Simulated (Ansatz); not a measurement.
# GeH6N2Si: a ladder of functionals and wavefunction methods

Aim: compute GeH6N2Si with functionals from several rungs and with coupled cluster, and see how far each lands from CCSD(T) at the basis-set limit for the atomisation energy.

Program: Ansatz 0.2.0, Gaussian basis. Level of theory: functionals in def2-TZVPP, the program's frozen cores in correlated methods. These are calculated values, not measurements.

Levels to be run: LDA (SPW92), PBE-D4, revPBE-D4, BLYP-D4, r2SCAN-D4, B97M-V, PBE0-D4, B3LYP-D4, r2SCANh-D4, r2SCAN0-D4, HSE06-D4, BHLYP-D4, CAM-B3LYP-D4, LC-ωPBE, ωB97X-V, ωB97M-V, B2PLYP, PBE-QIDH; CCSD(T)/def2-SVP; CCSD(T)/def2-TZVPP; MP2/def2-QZVPP; extrapolation to the limit; RPA on PBE.

### 1 The geometry

All runs share one geometry, relaxed beforehand with PBE0-D4 in a triple-zeta def2 set.

SMILES `[NH]1[SiH2][NH][GeH2]1`, 10 atoms, charge 0, spin multiplicity 1.

Atoms are counted from 1 here; the program's logs count them from 0.

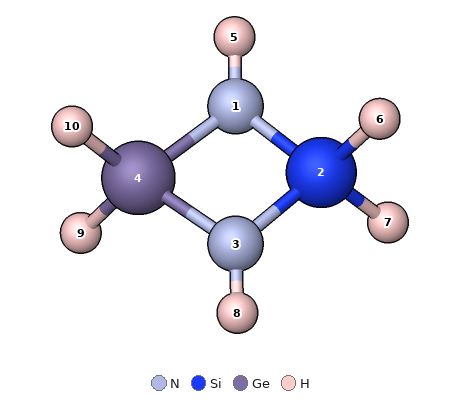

The geometry (nitrogen light blue, silicon blue, germanium purple, hydrogen pink); atoms are numbered from 1 in the order of the file.

### 2 LDA

This LDA is Slater exchange with PW92 correlation.

in.yaml reads:

```yaml
crystal:
  periodic: [false, false, false]
  atoms:
    - {symbol: N, position_ang: [-0.546353, 0.771358, -0.769865]}
    - {symbol: Si, position_ang: [0.441240, -0.629376, -1.016712]}
    - {symbol: N, position_ang: [0.594010, -0.827042, 0.696693]}
    - {symbol: Ge, position_ang: [-0.448649, 0.653686, 1.073638]}
    - {symbol: H, position_ang: [-0.614915, 1.608540, -1.320310]}
    - {symbol: H, position_ang: [1.708210, -0.359022, -1.756321]}
    - {symbol: H, position_ang: [-0.217361, -1.776671, -1.706112]}
    - {symbol: H, position_ang: [0.667378, -1.669820, 1.237879]}
    - {symbol: H, position_ang: [-1.781674, 0.357306, 1.791864]}
    - {symbol: H, position_ang: [0.281215, 1.819840, 1.772245]}
basis:
  gaussian: {orbitals: def2-TZVPP}
hamiltonian: {xc: lda}
output: {orbitals: {seedname: orbitals}}
```

Command:

```
> ansatz run in.yaml --threads 4 --pin off --events-out ev --progress --plain --max-ram 10444MiB
```

Output:

```text
Functional definition: SPW92
  name "SPW92"
  cite "Dirac, Proc. Camb. Phil. Soc. 26, 376 (1930) doi:10.1017/S0305004100016108"
  cite "Slater, Phys. Rev. 81, 385 (1951) doi:10.1103/PhysRev.81.385"
  cite "Perdew & Wang, Phys. Rev. B 45, 13244 (1992) doi:10.1103/PhysRevB.45.13244"
  exchange = slater_x
  correlation = pw_c
1310 factors; their error is unknown
mean field evaluation 1: about -67313.9945 eV, gradient 1.1e2 eV
mean field evaluation 2: about -67173.6201 eV, gradient 2.2e2 eV
mean field evaluation 4: about -67333.5289 eV, gradient 1.5e1 eV
mean field evaluation 8: about -67333.8993 eV, gradient 4.2e-2 eV
mean field evaluation 16: about -67333.8723 eV, gradient 6.3e-5 eV
mean field -67333.87226490 eV, -2474.4741651971 hartree, gradient 6.3e-5 eV, S^2 0.000000; 0 other end points of the search recorded, 0 dependent functions left out
reference -67333.87230395 eV, -2474.4741666323 hartree; 33, 33 occupied and 203, 203 virtual orbitals, 1310 factors
Total energy: -67333.87230395 eV, -2474.4741666323 hartree
```

Run time: 2.6 s. Hardware: 4 threads of Arm Neoverse V1, shared host; peak memory 0.31 GiB.

Atomisation energy: 3667.4 kJ/mol (free atoms -67295.862 eV, run apart). HOMO -5.84 eV, LUMO -1.49 eV.

### 3 PBE-D4 (GGA)

in.yaml: that of step 2 with these lines changed.

```diff
@@ -15,3 +15,3 @@
   gaussian: {orbitals: def2-TZVPP}
-hamiltonian: {xc: lda}
-output: {orbitals: {seedname: orbitals}}
+hamiltonian: {xc: pbe, dispersion: d4}
+output: {forces: true, orbitals: {seedname: orbitals}}
```

The command is unchanged.

Output (excerpt; [...] marks lines left out):

```text
Functional definition: PBE
  name "PBE"
  cite "Perdew, Burke & Ernzerhof, Phys. Rev. Lett. 77, 3865 (1996) doi:10.1103/PhysRevLett.77.3865"
  parent pbe
[...]
1310 factors; their error is unknown
[...]
mean field -67460.00258135 eV, -2479.1093688327 hartree, gradient 2.0e-5 eV, S^2 0.000000; 0 other end points of the search recorded, 0 dependent functions left out
[...]
reference -67460.00262269 eV, -2479.1093703518 hartree; 33, 33 occupied and 203, 203 virtual orbitals, 1310 factors
Total energy: -67460.24667556 eV, -2479.1183391292 hartree
Atom 0 at    -0.546353     0.771358    -0.769865 Å, force    -0.198324    -0.003346    -0.163798 eV/Å
Atom 1 at     0.441240    -0.629376    -1.016712 Å, force     0.100833    -0.146315    -0.238286 eV/Å
Atom 2 at     0.594010    -0.827042     0.696693 Å, force     0.243220    -0.060405     0.059464 eV/Å
Atom 3 at    -0.448649     0.653686     1.073638 Å, force    -0.133575     0.191962     0.312755 eV/Å
Atom 4 at    -0.614915     1.608540    -1.320310 Å, force    -0.025562     0.313541    -0.183563 eV/Å
Atom 5 at     1.708210    -0.359022    -1.756321 Å, force     0.147216     0.029984    -0.090066 eV/Å
Atom 6 at    -0.217361    -1.776671    -1.706112 Å, force    -0.073544    -0.135920    -0.082428 eV/Å
Atom 7 at     0.667378    -1.669820     1.237879 Å, force     0.014916    -0.298051     0.208927 eV/Å
Atom 8 at    -1.781674     0.357306     1.791864 Å, force    -0.167340    -0.038761     0.090500 eV/Å
Atom 9 at     0.281215     1.819840     1.772245 Å, force     0.092160     0.147311     0.086496 eV/Å
Dipole moment:    -0.068081     0.098640     0.160801 e Å
```

Run time: 4.4 s. Hardware: 4 threads of Arm Neoverse V1, shared host; peak memory 0.31 GiB.

Atomisation energy: 3233.8 kJ/mol (free atoms -67426.730 eV, run apart). HOMO -5.77 eV, LUMO -1.24 eV.

### 4 revPBE-D4 (GGA)

in.yaml: that of step 3 with these lines changed.

```diff
@@ -15,3 +15,3 @@
   gaussian: {orbitals: def2-TZVPP}
-hamiltonian: {xc: pbe, dispersion: d4}
-output: {forces: true, orbitals: {seedname: orbitals}}
+hamiltonian: {xc: {name: revPBE}, dispersion: d4}
+output: {orbitals: {seedname: orbitals}}
```

The command is unchanged.

Output:

```text
Functional definition: revPBE
  name "revPBE"
  cite "Zhang & Yang, Phys. Rev. Lett. 80, 890 (1998) doi:10.1103/PhysRevLett.80.890"
  cite "Perdew, Burke & Ernzerhof, Phys. Rev. Lett. 77, 3865 (1996) doi:10.1103/PhysRevLett.77.3865"
  parameter kappa = 1.245
  parameter beta = 0.06672455060314922
  exchange = pbe_x(kappa = kappa, mu = beta*pi^2/3)
  correlation = pbe_c(beta = beta)
1310 factors; their error is unknown
mean field evaluation 1: about -67450.9765 eV, gradient 1.0e2 eV
mean field evaluation 2: about -67323.4737 eV, gradient 2.1e2 eV
mean field evaluation 4: about -67469.0653 eV, gradient 1.4e1 eV
mean field evaluation 8: about -67469.3840 eV, gradient 3.8e-2 eV
mean field evaluation 16: about -67469.3567 eV, gradient 3.1e-5 eV
mean field -67469.35667214 eV, -2479.4531253287 hartree, gradient 3.1e-5 eV, S^2 0.000000; 0 other end points of the search recorded, 0 dependent functions left out
reference -67469.35672351 eV, -2479.4531272164 hartree; 33, 33 occupied and 203, 203 virtual orbitals, 1310 factors
Total energy: -67470.06969547 eV, -2479.4793284527 hartree
```

Wall time 3.8 s (4 threads of Arm Neoverse V1, shared host); peak memory 0.31 GiB.

Atomisation energy: 3157.3 kJ/mol (free atoms -67437.347 eV, run apart). HOMO -5.73 eV, LUMO -1.12 eV.

### 5 BLYP-D4 (GGA)

in.yaml: that of step 4 with these lines changed.

```diff
@@ -15,3 +15,3 @@
   gaussian: {orbitals: def2-TZVPP}
-hamiltonian: {xc: {name: revPBE}, dispersion: d4}
+hamiltonian: {xc: {name: BLYP}, dispersion: d4}
 output: {orbitals: {seedname: orbitals}}
```

Launched as before.

Output:

```text
Functional definition: BLYP
  name "BLYP"
  cite "Becke, Phys. Rev. A 38, 3098 (1988) doi:10.1103/PhysRevA.38.3098"
  cite "Lee, Yang & Parr, Phys. Rev. B 37, 785 (1988) doi:10.1103/PhysRevB.37.785"
  parameter beta = 0.0042
  parameter a = 0.04918
  parameter b = 0.132
  parameter c = 0.2533
  parameter d = 0.349
  exchange = b88_x(beta = beta)
  correlation = lyp_c(a = a, b = b, c = c, d = d)
1310 factors; their error is unknown
mean field evaluation 1: about -67455.2353 eV, gradient 1.1e2 eV
mean field evaluation 2: about -67310.6459 eV, gradient 2.2e2 eV
mean field evaluation 4: about -67476.2565 eV, gradient 1.6e1 eV
mean field evaluation 8: about -67476.6989 eV, gradient 4.9e-2 eV
mean field evaluation 16: about -67476.6721 eV, gradient 3.8e-5 eV
mean field -67476.67210731 eV, -2479.7219626127 hartree, gradient 3.8e-5 eV, S^2 0.000000; 0 other end points of the search recorded, 0 dependent functions left out
reference -67476.67245957 eV, -2479.7219755579 hartree; 33, 33 occupied and 203, 203 virtual orbitals, 1310 factors
Total energy: -67477.20979480 eV, -2479.7417222633 hartree
```

It took 4.3 s on 4 threads of Arm Neoverse V1, shared host; peak memory 0.31 GiB.

With the free atoms at this level, -67444.053 eV in sum, the atomisation energy is 3199.1 kJ/mol. HOMO -5.66 eV, LUMO -1.12 eV.

### 6 r2SCAN-D4 (meta-GGA)

in.yaml: that of step 5 with these lines changed.

```diff
@@ -15,3 +15,3 @@
   gaussian: {orbitals: def2-TZVPP}
-hamiltonian: {xc: {name: BLYP}, dispersion: d4}
-output: {orbitals: {seedname: orbitals}}
+hamiltonian: {xc: r2scan, dispersion: d4}
+output: {forces: true, orbitals: {seedname: orbitals}}
```

The command is unchanged.

Output (excerpt; [...] marks lines left out):

```text
Functional definition: r2SCAN
  name "r2SCAN"
  cite "Furness, Kaplan, Ning, Perdew & Sun, J. Phys. Chem. Lett. 11, 8208 (2020) doi:10.1021/acs.jpclett.0c02405"
  cite "Furness, Kaplan, Ning, Perdew & Sun, J. Phys. Chem. Lett. 11, 9248 (2020) doi:10.1021/acs.jpclett.0c03077"
  parent r2scan
[...]
1310 factors; their error is unknown
[...]
mean field -67473.95228891 eV, -2479.6220111299 hartree, gradient 9.0e-6 eV, S^2 0.000000; 0 other end points of the search recorded, 0 dependent functions left out
[...]
reference -67473.95230174 eV, -2479.6220116014 hartree; 33, 33 occupied and 203, 203 virtual orbitals, 1310 factors
Total energy: -67474.00833646 eV, -2479.6240708394 hartree
Atom 0 at    -0.546353     0.771358    -0.769865 Å, force    -0.028812     0.010267    -0.060140 eV/Å
Atom 1 at     0.441240    -0.629376    -1.016712 Å, force     0.020263    -0.030313    -0.049243 eV/Å
Atom 2 at     0.594010    -0.827042     0.696693 Å, force     0.052329    -0.042456     0.007058 eV/Å
Atom 3 at    -0.448649     0.653686     1.073638 Å, force    -0.045387     0.064649     0.105392 eV/Å
Atom 4 at    -0.614915     1.608540    -1.320310 Å, force    -0.007928     0.043066    -0.008212 eV/Å
Atom 5 at     1.708210    -0.359022    -1.756321 Å, force    -0.016100    -0.006489     0.005715 eV/Å
Atom 6 at    -0.217361    -1.776671    -1.706112 Å, force     0.011676     0.013151     0.005276 eV/Å
Atom 7 at     0.667378    -1.669820     1.237879 Å, force    -0.003964    -0.026189     0.035824 eV/Å
Atom 8 at    -1.781674     0.357306     1.791864 Å, force     0.031734     0.002171    -0.020223 eV/Å
Atom 9 at     0.281215     1.819840     1.772245 Å, force    -0.013810    -0.027856    -0.021447 eV/Å
Dipole moment:    -0.069756     0.101076     0.164768 e Å
```

Wall time 8 s (4 threads of Arm Neoverse V1, shared host); peak memory 0.34 GiB.

Atomisation energy: 3197.5 kJ/mol (free atoms -67440.868 eV, run apart). HOMO -6.05 eV, LUMO -0.89 eV.

### 7 B97M-V (meta-GGA)

in.yaml: that of step 6 with these lines changed.

```diff
@@ -15,3 +15,3 @@
   gaussian: {orbitals: def2-TZVPP}
-hamiltonian: {xc: r2scan, dispersion: d4}
-output: {forces: true, orbitals: {seedname: orbitals}}
+hamiltonian: {xc: {name: B97M-V}}
+output: {orbitals: {seedname: orbitals}}
```

The command is unchanged.

Output (excerpt; [...] marks lines left out):

```text
Functional definition: B97M-V
  name "B97M-V"
  cite "Mardirossian & Head-Gordon, J. Chem. Phys. 142, 074111 (2015) doi:10.1063/1.4907719"
  cite "Becke, J. Chem. Phys. 107, 8554 (1997) doi:10.1063/1.475007"
  cite "Vydrov & Van Voorhis, J. Chem. Phys. 133, 244103 (2010) doi:10.1063/1.3521275"
  # Of w^i u^j: cxij and so on, Table III.
[...]
  gx(w, u) = cx00 + cx01*u + cx02*u^2 + (cx10 + cx11*u)*w
  gss(w, u) = css00 + css02*u^2 + css10*w + (css32*w^3 + css42*w^4)*u^2
  gos(w, u) = cos00 + cos01*u + cos03*u^3 + cos10*w + cos32*w^3*u^2
[...]
      + integral(e_c_pw_mod_opposite_spin*gos(b97_w_opposite, b97_u_opposite)) + vv10(b, c)
1310 factors; their error is unknown
[...]
mean field -67463.59413241 eV, -2479.2413558997 hartree, gradient 6.4e-5 eV, S^2 0.000000; 0 other end points of the search recorded, 0 dependent functions left out
reference -67463.59419688 eV, -2479.2413582688 hartree; 33, 33 occupied and 203, 203 virtual orbitals, 1310 factors
Total energy: -67463.59419688 eV, -2479.2413582688 hartree
```

It took 13 s on 4 threads of Arm Neoverse V1, shared host; peak memory 0.4 GiB.

Atomisation energy: 3234.7 kJ/mol (free atoms -67430.069 eV, run apart). HOMO -6.19 eV, LUMO -1.06 eV.

### 8 PBE0-D4 (hybrid)

in.yaml: that of step 7 with these lines changed.

```diff
@@ -15,3 +15,3 @@
   gaussian: {orbitals: def2-TZVPP}
-hamiltonian: {xc: {name: B97M-V}}
+hamiltonian: {xc: pbe0, dispersion: d4}
 output: {orbitals: {seedname: orbitals}}
```

Launched as before.

Output:

```text
Functional definition: PBE0
  name "PBE0"
  cite "Adamo & Barone, J. Chem. Phys. 110, 6158 (1999) doi:10.1063/1.478522"
  cite "Perdew, Burke & Ernzerhof, Phys. Rev. Lett. 77, 3865 (1996) doi:10.1103/PhysRevLett.77.3865"
  parent pbe
  parameter a = 0.25
  parameter kappa = 0.804
  parameter beta = 0.06672455060314922
  exchange = (1 - a)*pbe_x(kappa = kappa, mu = beta*pi^2/3) + a*exact_x
  correlation = pbe_c(beta = beta)
1356 factors; their error is unknown
mean field evaluation 1: about -67449.8957 eV, gradient 8.3e1 eV
mean field evaluation 2: about -67424.4800 eV, gradient 1.3e2 eV
mean field evaluation 4: about -67462.2748 eV, gradient 3.3e0 eV
mean field evaluation 8: about -67462.2947 eV, gradient 4.7e-2 eV
mean field evaluation 16: about -67462.5856 eV, gradient 4.3e-5 eV
mean field -67462.58557497 eV, -2479.2042920971 hartree, gradient 4.3e-5 eV, S^2 0.000000; 0 other end points of the search recorded, 0 dependent functions left out
reference -67462.58560673 eV, -2479.2042932643 hartree; 33, 33 occupied and 203, 203 virtual orbitals, 1356 factors
Total energy: -67462.79044962 eV, -2479.2118211017 hartree
```

Wall time 4.8 s (4 threads of Arm Neoverse V1, shared host); peak memory 0.63 GiB.

Atomisation energy: 3185.6 kJ/mol (free atoms -67429.774 eV, run apart). HOMO -7.07 eV, LUMO -0.39 eV.

### 9 B3LYP-D4 (hybrid)

B3LYP here takes the VWN-RPA correlation.

in.yaml: that of step 8 with these lines changed.

```diff
@@ -15,3 +15,3 @@
   gaussian: {orbitals: def2-TZVPP}
-hamiltonian: {xc: pbe0, dispersion: d4}
-output: {orbitals: {seedname: orbitals}}
+hamiltonian: {xc: {name: B3LYP}, dispersion: d4}
+output: {forces: true, orbitals: {seedname: orbitals}}
```

Launched as before.

Output (excerpt; [...] marks lines left out):

```text
Functional definition: B3LYP
  name "B3LYP"
  cite "Stephens, Devlin, Chabalowski & Frisch, J. Phys. Chem. 98, 11623 (1994) doi:10.1021/j100096a001"
  cite "Becke, Phys. Rev. A 38, 3098 (1988) doi:10.1103/PhysRevA.38.3098"
  cite "Lee, Yang & Parr, Phys. Rev. B 37, 785 (1988) doi:10.1103/PhysRevB.37.785"
  cite "Vosko, Wilk & Nusair, Can. J. Phys. 58, 1200 (1980) doi:10.1139/p80-159"
[...]
1344 factors; their error is unknown
[...]
mean field -67478.43551971 eV, -2479.7867668231 hartree, gradient 3.6e-5 eV, S^2 0.000000; 0 other end points of the search recorded, 0 dependent functions left out
[...]
reference -67478.43578492 eV, -2479.7867765694 hartree; 33, 33 occupied and 203, 203 virtual orbitals, 1344 factors
Total energy: -67478.83303407 eV, -2479.8013752065 hartree
Atom 0 at    -0.546353     0.771358    -0.769865 Å, force    -0.030041     0.082594    -0.205104 eV/Å
Atom 1 at     0.441240    -0.629376    -1.016712 Å, force     0.122451    -0.177737    -0.289386 eV/Å
Atom 2 at     0.594010    -0.827042     0.696693 Å, force     0.108369    -0.193555     0.023610 eV/Å
Atom 3 at    -0.448649     0.653686     1.073638 Å, force    -0.154918     0.222525     0.362612 eV/Å
Atom 4 at    -0.614915     1.608540    -1.320310 Å, force    -0.015285     0.003193     0.000218 eV/Å
Atom 5 at     1.708210    -0.359022    -1.756321 Å, force    -0.081420    -0.020422     0.042765 eV/Å
Atom 6 at    -0.217361    -1.776671    -1.706112 Å, force     0.046229     0.071435     0.040507 eV/Å
Atom 7 at     0.667378    -1.669820     1.237879 Å, force     0.010383     0.003492     0.010791 eV/Å
Atom 8 at    -1.781674     0.357306     1.791864 Å, force    -0.006790     0.000245     0.007925 eV/Å
Atom 9 at     0.281215     1.819840     1.772245 Å, force     0.001022     0.008230     0.006062 eV/Å
Dipole moment:    -0.068605     0.099433     0.162091 e Å
```

Run time: 7.5 s. Hardware: 4 threads of Arm Neoverse V1, shared host; peak memory 0.68 GiB.

Atomisation energy: 3211.7 kJ/mol (free atoms -67445.546 eV, run apart). HOMO -6.87 eV, LUMO -0.62 eV.

### 10 r2SCANh-D4 (hybrid)

in.yaml: that of step 9 with these lines changed.

```diff
@@ -15,3 +15,3 @@
   gaussian: {orbitals: def2-TZVPP}
-hamiltonian: {xc: {name: B3LYP}, dispersion: d4}
-output: {forces: true, orbitals: {seedname: orbitals}}
+hamiltonian: {xc: {name: r2SCANh}, dispersion: d4}
+output: {orbitals: {seedname: orbitals}}
```

Same command.

Output (excerpt; [...] marks lines left out):

```text
Functional definition: r2SCANh
  name "r2SCANh"
  cite "Bursch, Neugebauer, Ehlert & Grimme, J. Chem. Phys. 156, 134105 (2022) doi:10.1063/5.0086040"
  cite "Furness, Kaplan, Ning, Perdew & Sun, J. Phys. Chem. Lett. 11, 8208 (2020) doi:10.1021/acs.jpclett.0c02405"
  cite "Furness, Kaplan, Ning, Perdew & Sun, J. Phys. Chem. Lett. 11, 9248 (2020) doi:10.1021/acs.jpclett.0c03077"
  parent r2scan
[...]
1329 factors; their error is unknown
[...]
mean field -67473.54854008 eV, -2479.6071736341 hartree, gradient 4.3e-5 eV, S^2 0.000000; 0 other end points of the search recorded, 0 dependent functions left out
reference -67473.54855184 eV, -2479.6071740664 hartree; 33, 33 occupied and 203, 203 virtual orbitals, 1329 factors
Total energy: -67473.60865653 eV, -2479.6093828728 hartree
```

It took 8.5 s on 4 threads of Arm Neoverse V1, shared host; peak memory 0.65 GiB.

With the free atoms at this level, -67440.675 eV in sum, the atomisation energy is 3177.6 kJ/mol. HOMO -6.54 eV, LUMO -0.61 eV.

### 11 r2SCAN0-D4 (hybrid)

in.yaml: that of step 10 with these lines changed.

```diff
@@ -15,3 +15,3 @@
   gaussian: {orbitals: def2-TZVPP}
-hamiltonian: {xc: {name: r2SCANh}, dispersion: d4}
+hamiltonian: {xc: {name: r2SCAN0}, dispersion: d4}
 output: {orbitals: {seedname: orbitals}}
```

Same command.

Output (excerpt; [...] marks lines left out):

```text
Functional definition: r2SCAN0
  name "r2SCAN0"
  cite "Bursch, Neugebauer, Ehlert & Grimme, J. Chem. Phys. 156, 134105 (2022) doi:10.1063/5.0086040"
  cite "Furness, Kaplan, Ning, Perdew & Sun, J. Phys. Chem. Lett. 11, 8208 (2020) doi:10.1021/acs.jpclett.0c02405"
  cite "Furness, Kaplan, Ning, Perdew & Sun, J. Phys. Chem. Lett. 11, 9248 (2020) doi:10.1021/acs.jpclett.0c03077"
  parent r2scan
[...]
1356 factors; their error is unknown
[...]
mean field -67472.98175580 eV, -2479.5863446961 hartree, gradient 3.8e-5 eV, S^2 0.000000; 0 other end points of the search recorded, 0 dependent functions left out
reference -67472.98176598 eV, -2479.5863450700 hartree; 33, 33 occupied and 203, 203 virtual orbitals, 1356 factors
Total energy: -67473.04863753 eV, -2479.5888025543 hartree
```

Wall time 9 s (4 threads of Arm Neoverse V1, shared host); peak memory 0.66 GiB.

With the free atoms at this level, -67440.406 eV in sum, the atomisation energy is 3149.5 kJ/mol. HOMO -7.27 eV, LUMO -0.19 eV.

### 12 HSE06-D4 (hybrid)

HSE06 is the plane-wave form, built on full-range PBE exchange.

in.yaml: that of step 11 with these lines changed.

```diff
@@ -15,3 +15,3 @@
   gaussian: {orbitals: def2-TZVPP}
-hamiltonian: {xc: {name: r2SCAN0}, dispersion: d4}
+hamiltonian: {xc: hse06, dispersion: d4}
 output: {orbitals: {seedname: orbitals}}
```

Same command.

Output (excerpt; [...] marks lines left out):

```text
Functional definition: HSE06
  name "HSE06"
  cite "Heyd, Scuseria & Ernzerhof, J. Chem. Phys. 118, 8207 (2003) doi:10.1063/1.1564060"
  cite "Krukau, Vydrov, Izmaylov & Scuseria, J. Chem. Phys. 125, 224106 (2006) doi:10.1063/1.2404663"
  cite "Heyd & Scuseria, J. Chem. Phys. 120, 7274 (2004) doi:10.1063/1.1668634"
  cite "Ernzerhof & Perdew, J. Chem. Phys. 109, 3313 (1998) doi:10.1063/1.476928"
  cite "Perdew, Burke & Ernzerhof, Phys. Rev. Lett. 77, 3865 (1996) doi:10.1103/PhysRevLett.77.3865"
  parent pbe
[...]
  # The whole range is PBE's own exchange, as in plane waves. The composition of these papers is wPBEh.
[...]
1356 factors; their error is unknown
118 factors; integrals over basis functions are off by at most 4.0e-7 eV
[...]
mean field -67462.26373837 eV, -2479.1924648204 hartree, gradient 4.6e-5 eV, S^2 0.000000; 0 other end points of the search recorded, 0 dependent functions left out
reference -67462.26378066 eV, -2479.1924663744 hartree; 33, 33 occupied and 203, 203 virtual orbitals, 1356 factors
Total energy: -67462.45533836 eV, -2479.1995059903 hartree
```

Wall time 5.5 s (4 threads of Arm Neoverse V1, shared host); peak memory 0.66 GiB.

With the free atoms at this level, -67429.421 eV in sum, the atomisation energy is 3187.3 kJ/mol. HOMO -6.68 eV, LUMO -0.76 eV.

### 13 BHLYP-D4 (hybrid)

in.yaml: that of step 12 with these lines changed.

```diff
@@ -15,3 +15,3 @@
   gaussian: {orbitals: def2-TZVPP}
-hamiltonian: {xc: hse06, dispersion: d4}
+hamiltonian: {xc: {name: BHLYP}, dispersion: d4}
 output: {orbitals: {seedname: orbitals}}
```

The command is unchanged.

Output:

```text
Functional definition: BHLYP
  name "BHLYP"
  cite "Becke, J. Chem. Phys. 98, 1372 (1993) doi:10.1063/1.464304"
  cite "Becke, Phys. Rev. A 38, 3098 (1988) doi:10.1103/PhysRevA.38.3098"
  cite "Lee, Yang & Parr, Phys. Rev. B 37, 785 (1988) doi:10.1103/PhysRevB.37.785"
  parameter a = 0.5
  exchange = (1 - a)*b88_x + a*exact_x
  correlation = lyp_c
1462 factors; their error is unknown
mean field evaluation 1: about -67464.2653 eV, gradient 7.2e1 eV
mean field evaluation 2: about -67457.7590 eV, gradient 8.8e1 eV
mean field evaluation 4: about -67473.6838 eV, gradient 1.1e0 eV
mean field evaluation 8: about -67474.3015 eV, gradient 3.5e-1 eV
mean field evaluation 16: about -67474.3016 eV, gradient 1.8e-5 eV
mean field -67474.30159582 eV, -2479.6348479220 hartree, gradient 1.8e-5 eV, S^2 0.000000; 0 other end points of the search recorded, 0 dependent functions left out
reference -67474.30177794 eV, -2479.6348546150 hartree; 33, 33 occupied and 203, 203 virtual orbitals, 1462 factors
Total energy: -67474.62100268 eV, -2479.6465859076 hartree
```

It took 6.5 s on 4 threads of Arm Neoverse V1, shared host; peak memory 0.65 GiB.

Atomisation energy: 3131.2 kJ/mol (free atoms -67442.169 eV, run apart). HOMO -8.32 eV, LUMO 0.44 eV.

(Part 1 of 2 ends here.)
